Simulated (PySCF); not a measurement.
CH6O2Si2, SMILES [SiH2](C=O)O[SiH3], GFN2-xTB optimised geometry. Atoms within 1.6 Å of the plane z = 1.0 Å (x, y, z in Å): O1 (0.86, 1.67, 0.00), C2 (1.71, 0.81, 0.00), Si3 (1.22, -1.05, 0.00), O4 (-0.38, -1.05, 0.00), Si5 (-1.72, -0.09, 0.00), H6 (2.78, 1.11, 0.00), H7 (1.69, -1.67, 1.23), H10 (-2.78, -1.09, 0.00), H11 (-1.71, 0.71, 1.22).

Calculation: PBE/def2-TZVP (PySCF 2.14.0).

Map of the log10 of the electron density (e/bohr³), floored at −4 on the plane z = 1.0 Å:

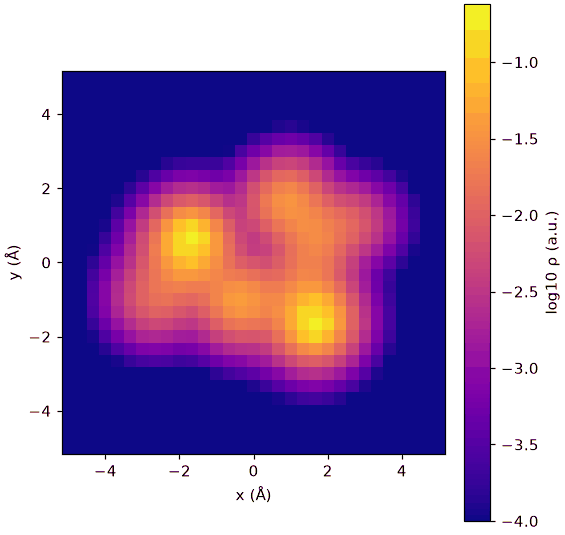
Figure: Log10 of the electron density (e/bohr³), floored at −4 on the plane z = 1.0 Å.
